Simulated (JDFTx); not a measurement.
Ag(100) slab cut from bulk Ag (space group Fm-3m, indices of the conventional cell, lattice of the Materials Project entry mp-124, not re-optimised): 4 atoms in 4 planes, a 1x1 cell of 8.42 Å² (|a| = 2.902, |b| = 2.902 Å), 6.2 Å between the outermost planes, cell height 22.2 Å, 8×8×1 k mesh, Fermi smearing 0.01 Ha, no spin polarisation.

Method: PBE, GBRV ultrasoft potentials, plane waves to 20/100 Ha, in JDFTx (a modified build). Liquid on both sides: SCCS (g09 parameters), water, 1 M KCl; nuclei fixed. The electron chemical potential μ is absolute (zero in the bulk liquid) and is turned into a potential by U = −μ/e − 4.44 V vs SHE, a convention.

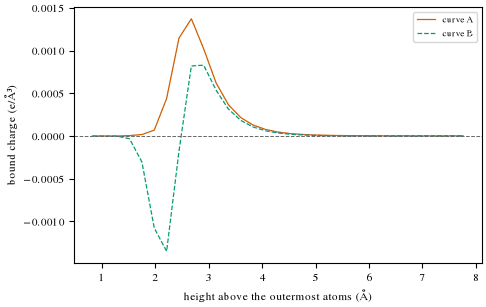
Plane-averaged bound charge of the liquid for two states of the electrode

Q: One curve is the neutral slab. Which, and what is the sign of the other's charge?

A: Curve B is neutral (potential of zero charge, -0.27 V). Curve A is negatively charged, -2.1 μC/cm² at -0.45 V.
